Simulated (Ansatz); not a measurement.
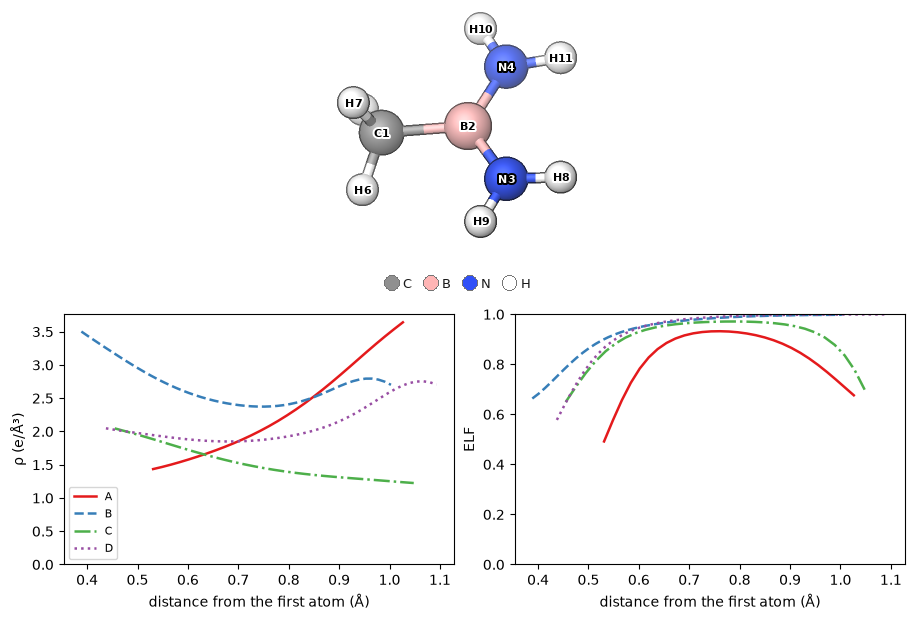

The picture shows: CH7BN2 (SMILES CB(N)N). Electron density and electron localisation function along straight lines between neighbouring atoms. The curves leave out the atomic cores. The structure is drawn too.

Geometry: PBE0-D4/def2-TZVP.

All numbers below come from RKS PBE0-D4/def2-TZVPP (Ansatz).

```xyz
11

C    -0.6976    1.1646   -0.1698
B     0.0968   -0.1895    0.0240
N     0.1589   -0.7919    1.3037
N     0.7625   -0.7783   -1.0781
H    -1.1030    1.2717   -1.1795
H    -1.5299    1.2666    0.5317
H    -0.0339    2.0199   -0.0017
H     0.6702   -1.6311    1.5109
H    -0.3048   -0.3977    2.1007
H     0.7332   -0.3746   -1.9956
H     1.3130   -1.6167   -1.0257
```

Question: Which curve belongs to which contact (B–N, C–B, C–H and N–H)? The first atom named is at distance zero.

Answer: Curve A: B–N (1.42 Å): ρ is about 1.9 e/Å³ halfway; the ELF peaks at about 0.95 between the atoms (a short, strongly polar bond). Curve B: N–H (1.00 Å): ρ is about 2.9 e/Å³ halfway; the ELF climbs to about 1 towards the hydrogen, as it does in any bond to H; an ordinary covalent bond to hydrogen. Curve C: C–B (1.58 Å): ρ is about 1.4 e/Å³ halfway; the ELF peaks at about 1 between the atoms: localised, covalent bonding. Curve D: C–H (1.09 Å): ρ is about 1.9 e/Å³ halfway; the ELF climbs to about 1 towards the hydrogen (a covalent bond by its length).
